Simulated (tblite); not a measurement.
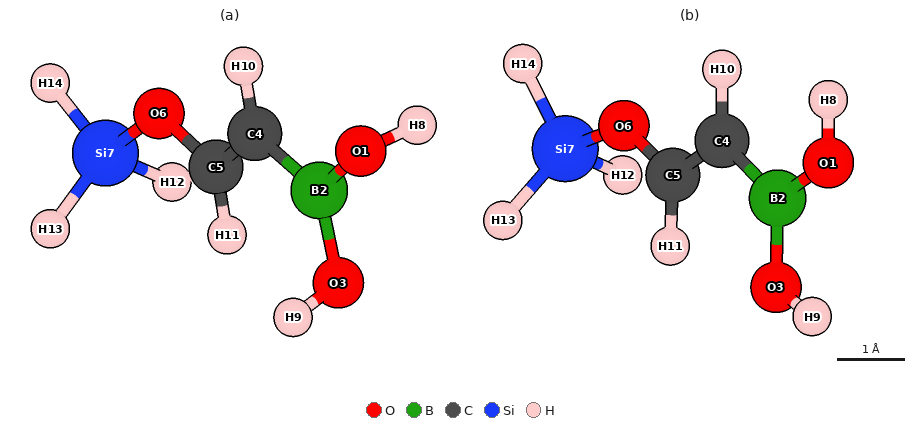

The structure of C2H7BO3Si before (left) and after (right) a relaxation, at one scale.

The picture is a ball-and-stick view, seen from a free direction.

Level of theory: GFN2-xTB geometry optimisation, gas phase in tblite 0.8.0. 

### Describe what moved and what it gained.

The largest move after the best rigid fit is that of H9, 0.96 Å. Largest moves by element: H 0.96 Å, O 0.40 Å, C 0.21 Å, B 0.13 Å, Si 0.07 Å. Among the contacts that change: B2–O3 1.473 → 1.353 Å, O6–Si7 1.744 → 1.627 Å, O1–B2 1.444 → 1.366 Å, C5–O6 1.392 → 1.342 Å. Bond angles that change, for instance: C5–O6–Si7 121.3° → 133.2°, B2–O1–H8 105.1° → 115.9°, O6–Si7–H14 109.8° → 99.3°. Groups turn about O1–B2 by about 90°, B2–O3 by about 90°. Over 94 geometry steps the energy falls by 1.527 eV. Cost: 0.91 s on 1 thread of Arm Neoverse N1, with other jobs on the host.
